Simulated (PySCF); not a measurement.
```json
{"atom": "Si", "x (Å)": "-0.1726", "y (Å)": "0.1773", "z (Å)": "-0.1761"}
{"atom": "C", "x (Å)": "-0.1209", "y (Å)": "0.2062", "z (Å)": "1.7218"}
{"atom": "C", "x (Å)": "0.4722", "y (Å)": "-1.0093", "z (Å)": "2.3483"}
{"atom": "C", "x (Å)": "1.6212", "y (Å)": "-1.0612", "z (Å)": "3.0286"}
{"atom": "H", "x (Å)": "-1.1703", "y (Å)": "0.3320", "z (Å)": "2.0472"}
{"atom": "H", "x (Å)": "0.4231", "y (Å)": "1.1137", "z (Å)": "2.0337"}
{"atom": "H", "x (Å)": "-0.0894", "y (Å)": "-1.9434", "z (Å)": "2.2131"}
{"atom": "H", "x (Å)": "2.2257", "y (Å)": "-0.1640", "z (Å)": "3.1989"}
{"atom": "H", "x (Å)": "1.9974", "y (Å)": "-2.0014", "z (Å)": "3.4393"}
{"atom": "C", "x (Å)": "1.5705", "y (Å)": "0.2162", "z (Å)": "-0.9228"}
{"atom": "C", "x (Å)": "2.3517", "y (Å)": "-1.0312", "z (Å)": "-0.6850"}
{"atom": "C", "x (Å)": "2.5755", "y (Å)": "-1.9922", "z (Å)": "-1.5866"}
{"atom": "H", "x (Å)": "2.0804", "y (Å)": "1.0979", "z (Å)": "-0.4969"}
{"atom": "H", "x (Å)": "1.4516", "y (Å)": "0.4063", "z (Å)": "-2.0038"}
{"atom": "H", "x (Å)": "2.7305", "y (Å)": "-1.1722", "z (Å)": "0.3342"}
{"atom": "H", "x (Å)": "2.2122", "y (Å)": "-1.9080", "z (Å)": "-2.6165"}
{"atom": "H", "x (Å)": "3.1347", "y (Å)": "-2.8950", "z (Å)": "-1.3284"}
{"atom": "C", "x (Å)": "-1.1152", "y (Å)": "1.7130", "z (Å)": "-0.7699"}
{"atom": "C", "x (Å)": "-0.5312", "y (Å)": "2.9762", "z (Å)": "-0.2358"}
{"atom": "C", "x (Å)": "0.2771", "y (Å)": "3.8077", "z (Å)": "-0.9007"}
{"atom": "H", "x (Å)": "-2.1655", "y (Å)": "1.5903", "z (Å)": "-0.4533"}
{"atom": "H", "x (Å)": "-1.1026", "y (Å)": "1.7036", "z (Å)": "-1.8733"}
{"atom": "H", "x (Å)": "-0.7675", "y (Å)": "3.2101", "z (Å)": "0.8106"}
{"atom": "H", "x (Å)": "0.5471", "y (Å)": "3.6293", "z (Å)": "-1.9470"}
{"atom": "H", "x (Å)": "0.6911", "y (Å)": "4.7003", "z (Å)": "-0.4254"}
{"atom": "C", "x (Å)": "-1.0823", "y (Å)": "-1.3728", "z (Å)": "-0.7829"}
{"atom": "C", "x (Å)": "-2.4040", "y (Å)": "-1.5423", "z (Å)": "-0.1164"}
{"atom": "C", "x (Å)": "-3.5927", "y (Å)": "-1.2051", "z (Å)": "-0.6268"}
{"atom": "H", "x (Å)": "-0.4196", "y (Å)": "-2.2348", "z (Å)": "-0.5970"}
{"atom": "H", "x (Å)": "-1.1929", "y (Å)": "-1.2801", "z (Å)": "-1.8769"}
{"atom": "H", "x (Å)": "-2.3780", "y (Å)": "-1.9474", "z (Å)": "0.9040"}
{"atom": "H", "x (Å)": "-3.6868", "y (Å)": "-0.7985", "z (Å)": "-1.6394"}
{"atom": "H", "x (Å)": "-4.5148", "y (Å)": "-1.3332", "z (Å)": "-0.0545"}
```

Geometry: PBE0-D3(BJ)/def2-SVP.

Level of theory: PySCF 2.14.0, PBE0/pcSseg-1, SCF density, gas phase, non-relativistic.

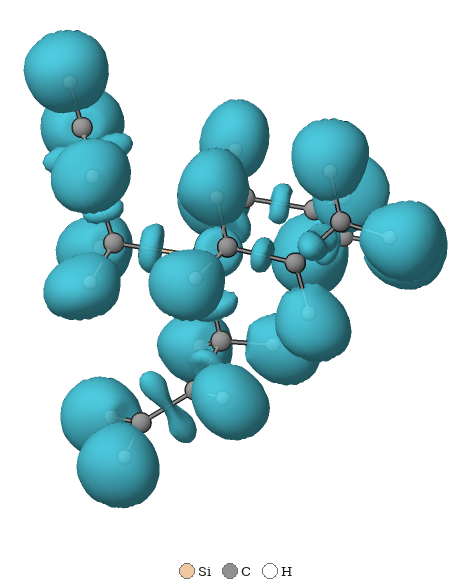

C12H20Si. Isosurface of the ELF at 0.85 (cyan), seen across its widest extent. Core shells and regions of very low density are left out.

Describe the localisation domains.

At this value the surface marks out eight regions between bonded C–C atoms (shared pairs), four regions between bonded C–Si atoms (shared pairs) and 20 regions around hydrogen nuclei. Along the contacts the grid gives the following. C–C (1.34 Å): the ELF peaks at about 0.90 between the atoms (a short, multiple covalent bond). C–Si (1.90 Å): the ELF peaks at about 0.95 between the atoms, as expected for a shared electron pair.
